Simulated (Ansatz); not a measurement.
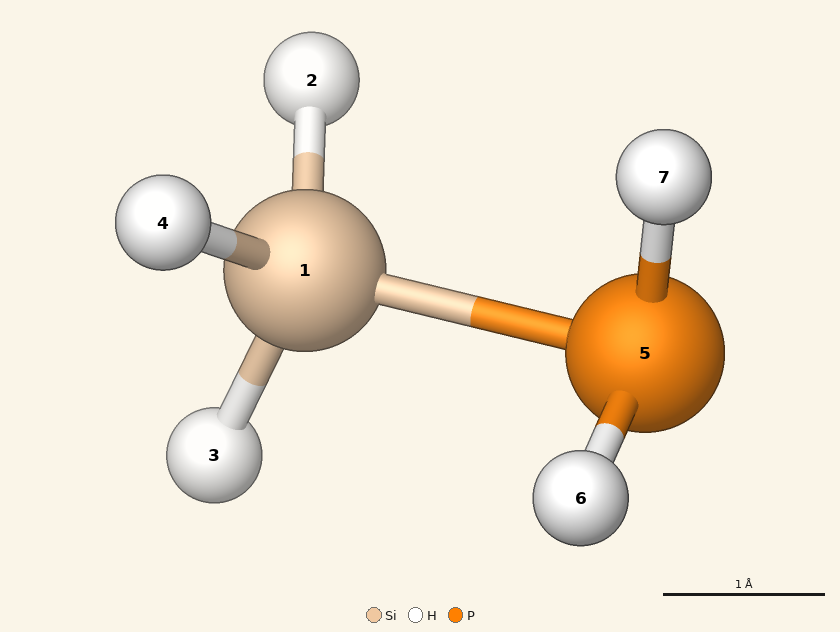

Atoms carry their numbers in the input. Computed geometry: PBE0-D4/def2-TZVP optimisation.

> What is the geometry at Si1?

Si1 has 4 neighbours (H2 at 1.49, H3 at 1.49, H4 at 1.49, P5 at 2.26 Å); the arrangement is tetrahedral.

> What is the geometry at P5?

P5 has 3 neighbours (Si1 at 2.26, H6 at 1.42, H7 at 1.42 Å); the arrangement is trigonal pyramidal.
